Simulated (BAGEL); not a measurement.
# singlet C2H6B+: a chain of runs

Aim: a single-point energy (singlet C2H6B+, HF/6-31G*), then a single-point energy (doublet C2H6B, NEVPT2(3,3)/6-31G*), then a single-point energy (doublet C2H6B, CASPT2(3,3)/6-31G*) of C2H6B. 

Program for the calculation: BAGEL 1.2.2.

3 further runs of the same task are left out: 3 set aside as unsound or not needed.

**1. Starting point**

The species is C2H6B+ (9 atoms), meant as a singlet with charge +1. SMILES of the parent species: `[CH2]BC`. The B2–H6 distance was set to 1.924 Å, away from the relaxed value. That shape belongs to the parent species and isn't relaxed for this state. At this shape a bond of the SMILES string is far longer than usual.

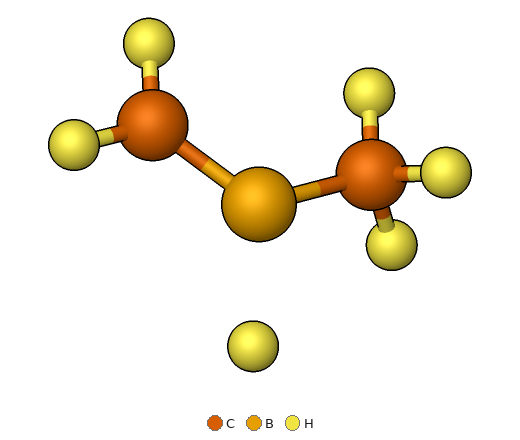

The structure, seen from a chosen angle (carbon orange, boron amber, hydrogen yellow).

**2. A single-point energy at HF/6-31G(d) (density fitting with svp-jkfit, spherical functions) (run 1)**

calc.json

```json
{ "bagel" : [

{
  "title" : "molecule",
  "basis" : "6-31gs.json",
  "df_basis" : "svp-jkfit",
  "geometry" : [
    { "atom" : "C", "xyz" : [    -2.24210336,     0.30960517,    -2.41475440 ] },
    { "atom" : "B", "xyz" : [    -0.29209497,    -0.07306437,    -0.31224512 ] },
    { "atom" : "C", "xyz" : [     0.33756178,    -2.72038170,     0.82669282 ] },
    { "atom" : "H", "xyz" : [    -3.31263320,    -1.24318279,    -3.23546246 ] },
    { "atom" : "H", "xyz" : [    -2.68505516,     2.14566307,    -3.22185643 ] },
    { "atom" : "H", "xyz" : [     1.45338836,     2.84706138,     0.96942950 ] },
    { "atom" : "H", "xyz" : [    -0.72351944,    -4.29868096,     0.02488202 ] },
    { "atom" : "H", "xyz" : [     2.36164743,    -3.11552343,     0.60861842 ] },
    { "atom" : "H", "xyz" : [     0.03369382,    -2.69978368,     2.87761258 ] }
  ]
},

{ "title" : "hf", "charge" : 1 },

{ "title" : "print", "file" : "orbitals.molden", "orbitals" : true }

]}
```

The basis set 6-31G* is read from a file made from the Basis Set Exchange's data (not shown).

Run with:

```bash
BAGEL_NUM_THREADS=1 BAGEL calc.json > calc.out
```

Output:

```text
* using 1 threads per process

  ===============================================================
  ===============================================================

  *** Geometry ***

  { "atom" : "C", "xyz" : [     -2.242103,      0.309605,     -2.414754 ] },
  { "atom" : "B", "xyz" : [     -0.292095,     -0.073064,     -0.312245 ] },
  { "atom" : "C", "xyz" : [      0.337562,     -2.720382,      0.826693 ] },
  { "atom" : "H", "xyz" : [     -3.312633,     -1.243183,     -3.235462 ] },
  { "atom" : "H", "xyz" : [     -2.685055,      2.145663,     -3.221856 ] },
  { "atom" : "H", "xyz" : [      1.453388,      2.847061,      0.969430 ] },
  { "atom" : "H", "xyz" : [     -0.723519,     -4.298681,      0.024882 ] },
  { "atom" : "H", "xyz" : [      2.361647,     -3.115523,      0.608618 ] },
  { "atom" : "H", "xyz" : [      0.033694,     -2.699784,      2.877613 ] },

  Number of auxiliary basis functions:      333

  Since a DF basis is specified, we compute 2- and 3-index integrals:
    o Being stored without compression. Storage requirement is 0.008 GB

  Number of basis functions:       54
  Number of electrons      :       23

    * METHOD: MOLECULE                             0.10

  *** RHF ***

  === Nuclear Repulsion ===
    59.1390146845

      * DIIS with orbital gradients will be used.

  === RHF iteration (6-31gs.json) ===
      0       -103.32393005          0.01897261           0.01
      1       -103.41973651          0.00664471           0.01
      2       -103.43009603          0.00192833           0.01
      3       -103.43131732          0.00036082           0.01
      4       -103.43136998          0.00012633           0.01
      5       -103.43137779          0.00003544           0.01
      6       -103.43137844          0.00000980           0.01
      7       -103.43137852          0.00000584           0.01
      8       -103.43137856          0.00000463           0.01
      9       -103.43137861          0.00000308           0.01
     10       -103.43137864          0.00000095           0.01
     11       -103.43137864          0.00000028           0.01
     12       -103.43137864          0.00000010           0.01
     13       -103.43137864          0.00000004           0.01
     14       -103.43137864          0.00000001           0.01
     15       -103.43137864          0.00000001           0.01
    * SCF iteration converged.

    * Permanent dipole moment:
           (    1.273811,    -0.588380,     1.437979) a.u.

    * METHOD: HF                                   0.30

    * METHOD: PRINT                                0.01

  ===============================================================
```

Run time: 0.52 s. Hardware: 1 thread of Arm Neoverse V1, shared host; peak memory 0.14 GiB.

**3. Doublet neutral C2H6B: the energy at NEVPT2(3,3)/6-31G(d) (density fitting with svp-jkfit, spherical functions) (run 2)**

job.json

```json
{ "bagel": [

{
  "title": "molecule",
  "basis": "6-31gs.json",
  "df_basis": "svp-jkfit",
  "angstrom": false,
  "geometry": [
    { "atom": "C", "xyz": [ -2.24210336,  0.30960517, -2.41475440 ] },
    { "atom": "B", "xyz": [ -0.29209497, -0.07306437, -0.31224512 ] },
    { "atom": "C", "xyz": [  0.33756178, -2.72038170,  0.82669282 ] },
    { "atom": "H", "xyz": [ -3.31263320, -1.24318279, -3.23546246 ] },
    { "atom": "H", "xyz": [ -2.68505516,  2.14566307, -3.22185643 ] },
    { "atom": "H", "xyz": [  1.45338836,  2.84706138,  0.96942950 ] },
    { "atom": "H", "xyz": [ -0.72351944, -4.29868096,  0.02488202 ] },
    { "atom": "H", "xyz": [  2.36164743, -3.11552343,  0.60861842 ] },
    { "atom": "H", "xyz": [  0.03369382, -2.69978368,  2.87761258 ] }
  ]
},
{ "title": "hf", "charge": 1 },
{ "title": "casscf", "nstate": 1, "nact": 3, "nclosed": 10, "nspin": 1, "active": [11, 12, 13], "maxiter": 200, "natocc": true },
{
  "title": "nevpt2",
  "nstate": 1,
  "nact": 3,
  "nclosed": 10,
  "nspin": 1,
  "active": [11, 12, 13],
  "maxiter": 200,
  "natocc": true,
  "ncore": 3
},
{ "title": "print", "file": "orbitals.molden", "orbitals": true }

]}
```

The basis set 6-31G* is read from a file made from the Basis Set Exchange's data (not shown).

Run with:

```bash
BAGEL_NUM_THREADS=1 BAGEL job.json > job.out
```

Output:

```text
* using 1 threads per process

  ===============================================================
  ===============================================================

  *** Geometry ***

  { "atom" : "C", "xyz" : [     -2.242103,      0.309605,     -2.414754 ] },
  { "atom" : "B", "xyz" : [     -0.292095,     -0.073064,     -0.312245 ] },
  { "atom" : "C", "xyz" : [      0.337562,     -2.720382,      0.826693 ] },
[... 5 lines of this table left out ...]
  { "atom" : "H", "xyz" : [      0.033694,     -2.699784,      2.877613 ] },

  Number of auxiliary basis functions:      333

  Since a DF basis is specified, we compute 2- and 3-index integrals:
    o Being stored without compression. Storage requirement is 0.008 GB

  Number of basis functions:       54
  Number of electrons      :       23

    * METHOD: MOLECULE                             0.10

  *** RHF ***

  === Nuclear Repulsion ===
    59.1390146845

      * DIIS with orbital gradients will be used.

  === RHF iteration (6-31gs.json) ===
      0       -103.32393005          0.01897261           0.01
      1       -103.41973651          0.00664471           0.01
      2       -103.43009603          0.00192833           0.01
[... 12 lines of this table left out ...]
     15       -103.43137864          0.00000001           0.01
    * SCF iteration converged.

    * Permanent dipole moment:
           (    1.273811,    -0.588380,     1.437979) a.u.

    * METHOD: HF                                   0.30

  ---------------------------
      CASSCF calculation
  ---------------------------

    ==== Active orbitals : =====
         Orbital 11
         Orbital 12
         Orbital 13
    ============================

    * nstate   :      1
    * nclosed  :     10
    * nact     :      3
    * nvirt    :     41
  === CASSCF iteration (6-31gs.json) ===

    * Using the second-order algorithm

      0  0      -103.75230420     2.65e-02      0.01

      1  0      -103.80924947     2.81e-03      0.09
[... 17 lines of this table left out ...]
     10  0      -103.81220133     4.82e-09      0.07

    * Second-order optimization converged. *

     guess   0:   closed 1..                  open .1.

  === FCI iteration ===

      0  0      -103.77811175     5.02e-02      0.00
      1  0      -103.81159333     5.61e-03      0.00
      2  0      -103.81219587     3.39e-04      0.00
[... 4 lines of this table left out ...]
      7  0 *    -103.81220133     2.55e-15      0.00

     * ci vector, state   0, <S^2> = 0.7500
       2a.    -0.9750760952
       .a2    -0.2208436544

    * METHOD: CASSCF                               0.87

    * freezing 3 orbitals

  === DF-NEVPT2 calculation ===

    * 3-index integral transformation done
    * assembly done

      NEVPT2 correlation energy:   -0.2921554107      0.05

          (+0)     -0.2240219166
          (+0)'    -0.0118076589
          (+1)     -0.0107392691
          (+1)'    -0.0000269479
          (+2)     -0.0001836409
          (-1)     -0.0414465788
          (-1)'    -0.0006571891
          (-2)     -0.0032722094

      NEVPT2 total energy:       -104.1043567379

    * METHOD: NEVPT2                               0.09

    * METHOD: PRINT                                0.01

  ===============================================================
```

Wall time 1.5 s (1 thread of Arm Neoverse V1, shared host); peak memory 0.14 GiB.

**4. Doublet neutral C2H6B: the energy at CASPT2(3,3)/6-31G(d) (density fitting with svp-jkfit, spherical functions) (run 3)**

Changes to calc.json since step 2:

```diff
@@ -6,2 +6,3 @@
   "df_basis" : "svp-jkfit",
+  "angstrom" : false,
   "geometry" : [
@@ -21,3 +22,7 @@
 
-{ "title" : "print", "file" : "orbitals.molden", "orbitals" : true }
+{ "title" : "casscf", "nstate" : 1, "nact" : 3, "nclosed" : 10, "nspin" : 1, "active" : [11, 12, 13], "maxiter" : 200, "natocc" : true },
+
+{ "title" : "print", "file" : "orbitals.molden", "orbitals" : true },
+
+{ "title" : "smith", "method" : "caspt2", "ms" : true, "xms" : true, "sssr" : true, "shift" : 0.2, "shift_imag" : true, "ncore" : 3 }
```

The basis set 6-31G* is read from a file made from the Basis Set Exchange's data (not shown).

Run with:

```bash
BAGEL_NUM_THREADS=1 BAGEL calc.json > calc.out
```

Output:

```text
* using 1 threads per process

  ===============================================================
  ===============================================================

  *** Geometry ***

  { "atom" : "C", "xyz" : [     -2.242103,      0.309605,     -2.414754 ] },
  { "atom" : "B", "xyz" : [     -0.292095,     -0.073064,     -0.312245 ] },
  { "atom" : "C", "xyz" : [      0.337562,     -2.720382,      0.826693 ] },
[... 5 lines of this table left out ...]
  { "atom" : "H", "xyz" : [      0.033694,     -2.699784,      2.877613 ] },

  Number of auxiliary basis functions:      333

  Since a DF basis is specified, we compute 2- and 3-index integrals:
    o Being stored without compression. Storage requirement is 0.008 GB

  Number of basis functions:       54
  Number of electrons      :       23

    * METHOD: MOLECULE                             0.10

  *** RHF ***

  === Nuclear Repulsion ===
    59.1390146845

      * DIIS with orbital gradients will be used.

[... 6 lines left out ...]
    * SCF iteration converged.
[... 1 line left out ...]
    * Permanent dipole moment:
[... 28 lines left out ...]
    * Second-order optimization converged. *
[... 11 lines left out ...]
     * ci vector, state   0, <S^2> = 0.7500
[... 16 lines left out ...]
    * Zeroth order energy : state  0       -0.8079441370

    * CASPT2 iteration is performed using orthogonal basis

      -------------------------------------------  CASPT2 iteration  ---------------------------------------------------
       #      aibj      arbs      arbi      airj      risj      airs      arst      rist         Etot      error   time
      ------------------------------------------------------------------------------------------------------------------

       0  -0.22339  -0.00417  -0.04459  -0.01173  -0.00028  -0.01145  -0.00069  -0.00003   -0.2963214  0.0011090   0.03
       1  -0.22345  -0.00419  -0.04464  -0.01179  -0.00029  -0.01154  -0.00071  -0.00003   -0.2966438  0.0001519   0.02
       2  -0.22345  -0.00419  -0.04464  -0.01180  -0.00029  -0.01154  -0.00071  -0.00003   -0.2966499  0.0000248   0.02
       3  -0.22345  -0.00419  -0.04464  -0.01180  -0.00029  -0.01154  -0.00071  -0.00003   -0.2966500  0.0000044   0.03
       4  -0.22345  -0.00419  -0.04464  -0.01180  -0.00029  -0.01154  -0.00071  -0.00003   -0.2966500  0.0000006   0.03

      ------------------------------------------------------------------------------------------------------------------

    * CASPT2 energy : state  0     -104.1106148610
        w/o shift correction       -104.1088513502
        reference weight              0.9037034868

    * METHOD: SMITH                                0.19

  ===============================================================
```

It took 1.6 s on 1 thread of Arm Neoverse V1, shared host; peak memory 0.14 GiB.

**5. Outcome**

| quantity | value |
| --- | --- |
| run 1, HF/6-31G*: total energy | -103.43138 Eh |
| run 1, HF/6-31G*: HOMO energy | -15.53 eV |
| run 1, HF/6-31G*: LUMO energy | -8.05 eV |
| run 1, HF/6-31G*: HOMO–LUMO gap | 7.48 eV |
| doublet neutral C2H6B, run 2: total energy | -104.10436 Eh |
| doublet neutral C2H6B, run 3: total energy | -104.11061 Eh |
